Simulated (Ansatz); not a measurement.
SiH4···Cl (doublet)

Input file:

```
crystal:
  periodic: [false, false, false]
  atoms:
    - { symbol: H, position_ang: [0.7202, -0.6254, -0.6292] }
    - { symbol: Cl, position_ang: [1.7813, -1.6358, -1.5928] }
    - { symbol: Si, position_ang: [-0.4482, 0.4077, 0.3994] }
    - { symbol: H, position_ang: [0.3124, 1.5979, 0.7542] }
    - { symbol: H, position_ang: [-0.7852, -0.4277, 1.542] }
    - { symbol: H, position_ang: [-1.5804, 0.6833, -0.4736] }
magnetization:
  spin_polarized: true
  initial_magnetization: 1
basis:
  gaussian: { orbitals: cc-pVDZ }
hamiltonian:
  xc: b3lyp
relax:
  f_tol: 0.15
  max_steps: 25
  restrain:
    - { distance: [0, 2], at: 1.42, k: 30.0 }
    - { distance: [1, 0], at: 2.63, k: 30.0 }
output:
  orbitals: {}
```

Run with:

```sh
ansatz run input.yaml --threads 1 --pin off --max-ram 2048MiB --backend cpu --events-out ev --progress --plain --runs-dir out
```

The fields are those of the run's last geometry, not of the input's.

Not at a stationary point (largest force 1.1 eV/Å).

All numbers below come from UKS B3LYP/cc-pVDZ in Ansatz 0.2.0.

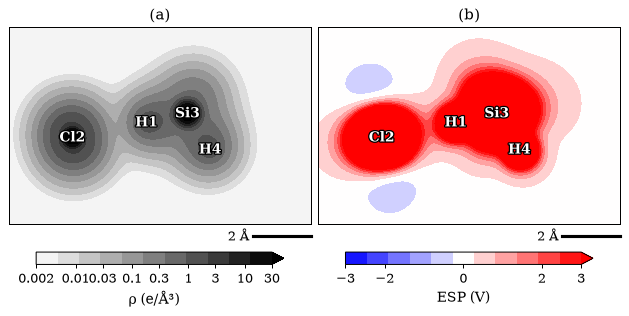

Figure 1. (a) electron density; (b) electrostatic potential on the plane of atoms H1, Si3 and H4.

### What does the map show?

- The plane passes through H, Cl and Si nuclei.
- Cl2···H1 (2.63 Å): the density falls to about 0.07 e/Å³ on the way; a weak contact between the two molecules.
- Si–H (1.45 Å): the density is about 0.76 e/Å³ at the midpoint.
- Outside the dense part of the complex the potential is most negative (−0.5 V) near Cl2.

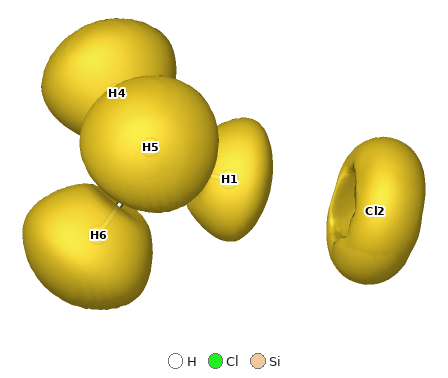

Figure 2. Isosurface of the ELF at 0.85 (yellow), seen at a tilt. Core shells and regions of very low density are left out.

### Identify the bonds, lone pairs and shells in this picture.

The ELF exceeds this value in four regions around hydrogen nuclei and one region wrapped around Cl (its valence shell). Along the contacts the grid gives the following. Cl2···H1 (2.63 Å): the ELF dips to about 0.05 between them: a non-bonded, intermolecular contact. Si–H (1.45 Å): the ELF climbs to about 1 towards the hydrogen, as it does in any bond to H.

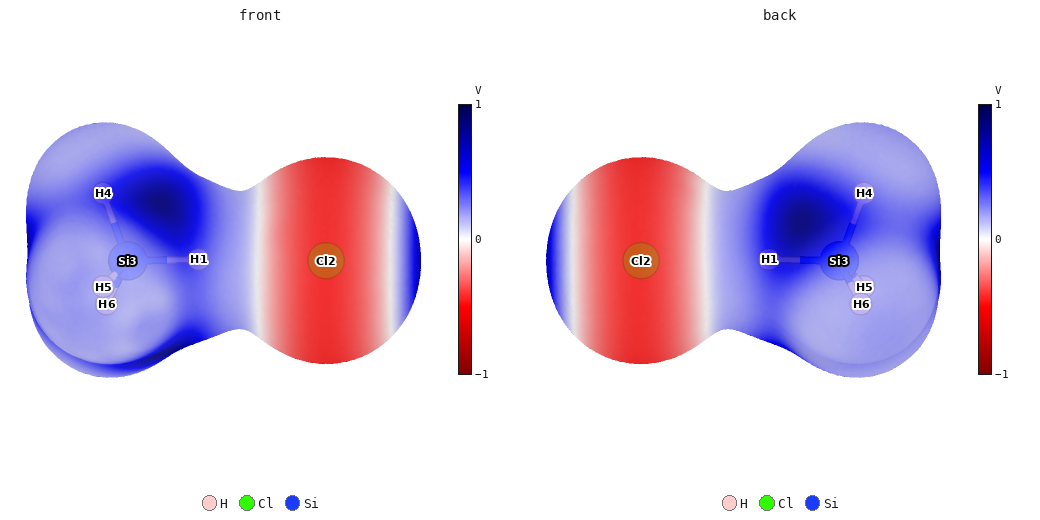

Figure 3. The molecular electrostatic potential painted on the density surface at 0.001 e/bohr³, seen from the front and from behind; the colour scale runs from red (negative) to blue (positive).

### Where is the surface potential most negative and most positive?

The most negative region (about −0.4 V) lies over Cl2, the most positive (about +0.9 V) over Si3.
